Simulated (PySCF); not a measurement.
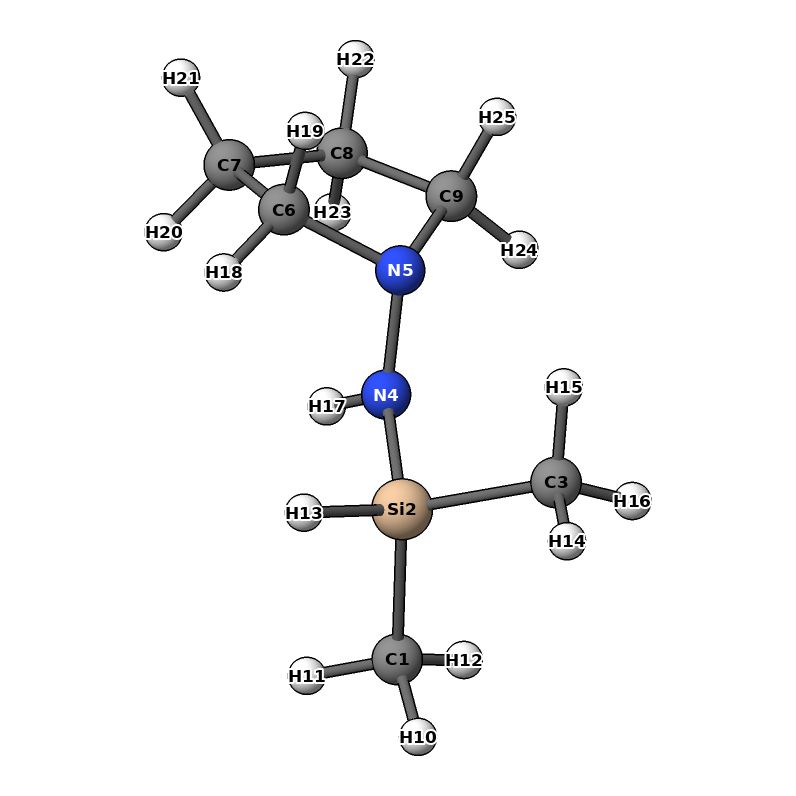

The questions are on isotropic NMR shieldings of the C atoms. The computed structure is the end point of a GFN2-xTB optimisation. No frequency run is at hand to confirm it as a minimum. Method: GIAO PBE0/pcSseg-1 NMR shielding, non-relativistic, gas phase (PySCF 2.14.0).

List the isotropic NMR shieldings of the C atoms.

```
atom  σ (ppm)
  C1    190.5
  C3    189.8
  C6    125.8
  C7    164.1
  C8    163.6
  C9    124.5
```

The geometry is semi-empirical. Around Si such bond lengths and angles can be off by a tenth of an ångström or more and by several degrees, and values that hang on the shape move with them.
